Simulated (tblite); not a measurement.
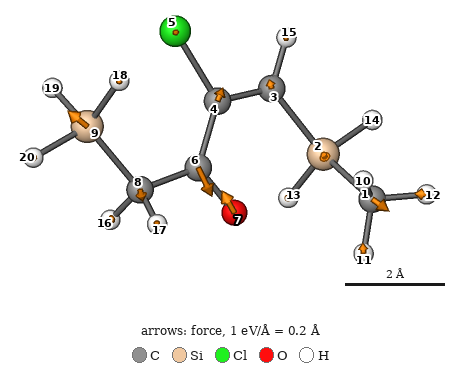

Starting geometry of C₅H₁₁ClOSi₂ with the computed forces as orange arrows. The picture is a ball-and-stick view, seen at a tilt.

Computed with GFN2-xTB geometry optimisation, gas phase in tblite 0.8.0. 

**What follows when this structure is relaxed?**

It isn't relaxed: the largest force vector, on C6, is 3.46 eV/Å. The final displacements have little in common with the starting forces (cosine between the two patterns 0.06). The largest move after the best rigid fit is that of H17, 1.70 Å. By element the largest moves are H 1.70 Å, Cl 0.94 Å, C 0.78 Å, Si 0.74 Å, O 0.13 Å. Among the contacts that change: Cl5–Si9 2.861 → 3.225 Å, C8–Si9 1.823 → 1.930 Å, Si2–C3 1.838 → 1.899 Å, C6–O7 1.275 → 1.221 Å. Bond angles that change, for instance: C6–C8–Si9 117.6° → 108.9°, Cl5–C4–C6 125.1° → 116.8°, C3–C4–Cl5 115.5° → 123.2°. Groups turn about C6–C8 by about 70°, C1–Si2 by about 55°, C8–Si9 by about 55°. The energy falls by 0.882 eV in 173 geometry steps.
